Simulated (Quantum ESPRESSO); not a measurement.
Consider ZrCu (Pm-3m).

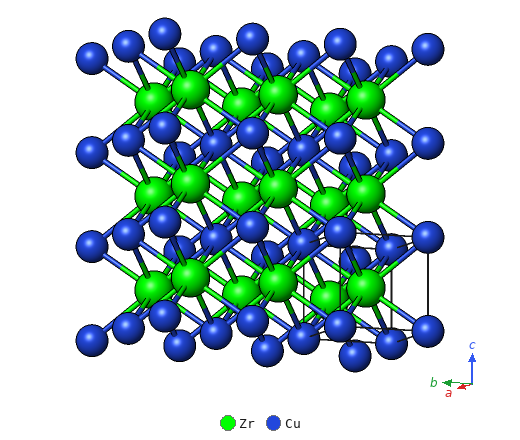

The structure (zirconium green, copper blue). 2×3×3 cells are drawn. Some periodic images of atoms are drawn too.

```xyz
2
Lattice="3.2527 0.0000 0.0000 0.0000 3.2527 0.0000 0.0000 0.0000 3.2527" Properties=species:S:1:pos:R:3 pbc="T T T"
Zr    1.6263    1.6263    1.6263
Cu    0.0000    0.0000    0.0000
```

Absorber: atom 1, with 8 Cu at 2.82 Å and 6 Zr at 3.25 Å (cube and octahedron, as in bcc, site symmetry m-3m). Method: Quantum ESPRESSO XSpectra, LDA, excited-electron core hole (neutral cell), 8-atom cell with 5.6 Å between holes, 5×5×5 k points, dipole transitions, Lorentzian half width 0.79 eV up to 4 eV, rising linearly to 1.75 eV at 25 eV (not a setting of the program: the run's 0.4 eV curve was folded afterwards with a further Lorentzian).

**Question.** What does the Zr L₃ edge look like?

Main maxima up to 30 eV above the zero (height): 2.1 eV (2.49), 5.1 eV (1.33) and 20.8 eV (0.59). At an L edge the dipole rule selects empty d (and weakly s) states on the absorber, and the strong line at the onset measures the empty part of its d band. 

The Zr L₃ spectrum (energy from the energy zero of the input (xe0, at the border of filled and empty states); intensity scaled to a mean of 1 over the first 20 eV; folded afterwards to Lorentzian half width 0.79 eV up to 4 eV, rising linearly to 1.75 eV at 25 eV; the points at xe0, where the cut of filled states can leave a spike, are interpolated):

| E (eV) | intensity |
| --- | --- |
| -2.0 | 0.26 |
| -0.5 | 0.79 |
| 1.0 | 2.13 |
| 2.5 | 2.35 |
| 4.0 | 1.35 |
| 5.5 | 1.26 |
| 7.0 | 0.85 |
| 8.5 | 0.86 |
| 10.0 | 0.89 |
| 11.5 | 0.74 |
| 13.0 | 0.58 |
| 14.5 | 0.51 |
| 16.0 | 0.48 |
| 17.5 | 0.53 |
| 19.0 | 0.56 |
| 20.5 | 0.59 |
| 22.0 | 0.55 |
| 23.5 | 0.48 |
| 25.0 | 0.49 |
| 26.5 | 0.50 |
| 28.0 | 0.53 |
| 29.5 | 0.52 |
| 31.0 | 0.52 |

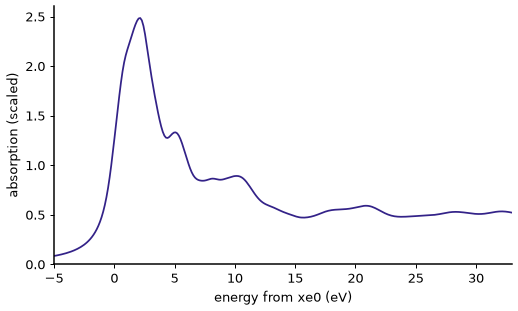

The Zr L₃ edge.

Only the L₃ part is meant: spin–orbit coupling of the core level isn't computed and the L₂ copy isn't added. The holes are only 5.6 Å apart, so the shape is probably not converged with cell size; no larger cell was run here. The structure is a computed Materials Project entry and may be a hypothetical form.

[Banner, clock and machine lines of the logs are left out without a mark of their own.]

[Logs are printed without paths, hosts, clocks, repeated set-up lines and the standing remarks that a program may print on its own settings, such as how far it seeks lower states.]

[Hosts, paths, dates, database ids (printed as entryN), source tags and the programs' standing remarks are cut or masked in the printed files.]

[Lists of maxima count a maximum above −3 eV only where it reaches 4 % of the highest in the window and stands out from its surroundings by 2 % of it (1.5 % where it reaches 55 %); shoulders and weaker maxima are passed over, and of the rest the first, up to two pre-edge ones and the few strongest are named.]
